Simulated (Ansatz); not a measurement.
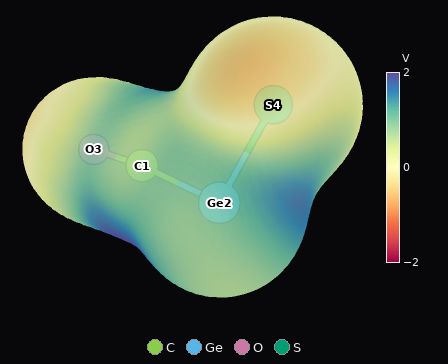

Figure. CGeOS (SMILES O=[C]=[Ge]=[S]) (triplet). The electrostatic potential painted on the density surface at 0.004 e/bohr³, seen at a tilt; red is negative and blue positive.

Geometry: PBE0-D3(BJ)/pcseg-1.

Method: Ansatz, isolated molecule in a Gaussian basis; Kohn-Sham density functional theory, functional PBE0.

**Describe the electrostatic potential map.**

The most negative region (about −0.6 V, or −14 kcal/mol for a unit charge) lies over S4, the most positive (about +1.9 V, or +44 kcal/mol for a unit charge) over C1 and Ge2.

**What dipole moment does the calculation give?**

Its dipole moment is 1.16 D.
